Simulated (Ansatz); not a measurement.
Input

```
crystal:
  lattice:
    - [0.0, 2.9719023268, 2.9719023268]
    - [2.9719023268, 0.0, 2.9719023268]
    - [2.9719023268, 2.9719023268, 0.0]
  atoms:
    - { symbol: Zr, position: [0.0, 0.0, 0.0] }
    - { symbol: O, position: [0.75, 0.75, 0.75] }
    - { symbol: O, position: [0.3742394562, 0.3742394562, 0.8772816314] }
    - { symbol: O, position: [0.3742394562, 0.8772816314, 0.3742394562] }
    - { symbol: O, position: [0.3742394562, 0.3742394562, 0.3742394562] }
    - { symbol: O, position: [0.8772816314, 0.3742394562, 0.3742394562] }
basis:
  ecutwfc: 420
kpoints:
  mp_grid: { grid: [12, 12, 12] }
  band_path:
    path:
      - [[0.0, 0.0, 0.0], [-0.5, -0.5, 0.0], [-0.375, -0.375, 0.25]]
      - [[-0.375, 0.0, 0.375], [0.0, 0.0, 0.0], [0.0, 0.0, 0.5], [-0.5, -0.25, 0.25], [-0.5, -0.5, 0.0]]
    npoints: 14
hamiltonian:
  xc: pbe
scf:
  occupations: { method: gaussian, width: 0.1 }
  n_extra_bands: 15
output:
  forces: true
  stress: true
  eigenvalues: true
  populations: true
  dos: { projected: true, de: 0.02, nscf_kmesh: { grid: [15, 15, 15] } }
  bader: true
  write_density: true
  write_potential: true
  elf: true
  volumetric_format: npy
```

Launched as:

```sh
ansatz run input.yaml --threads 1 --pin off --max-ram 2560MiB --backend cpu --events-out ev --progress --plain --runs-dir out
```

Below, planes, directions and counts refer to the conventional cell (a = 5.94 Å, b = 5.94 Å, c = 5.94 Å, α = 90.00°, β = 90.00°, γ = 90.00°).

Space group F-43m; a structure generated by program, which may or may not match a known phase.

Computed with Ansatz, DFT PBE, scalar-relativistic, plane waves, PAW.

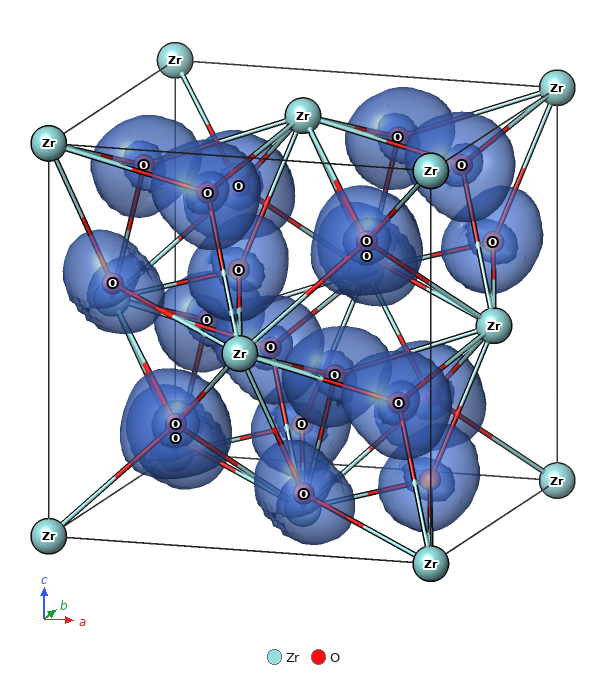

ZrO$_{5}$. Isosurface of the electron localisation function at 0.7 (blue), seen slightly off an axis. Only the valence region is drawn (cores and ρ < 0.01 e/Å³ removed). Sticks mark near contacts.

### Where are the electrons localised?

The surface consists of 20 regions wrapped around O (the valence shell of each), counted in one cell of 24 atoms. Regions shared between cells count once.

Values along the shortest contacts:
Zr–O (2.46 Å): the ELF is about 0.10 at the midpoint: no shared electron pair shows on this line. Zr–O (2.57 Å): the ELF is about 0.15 at the midpoint (no shared electron pair shows on this line).
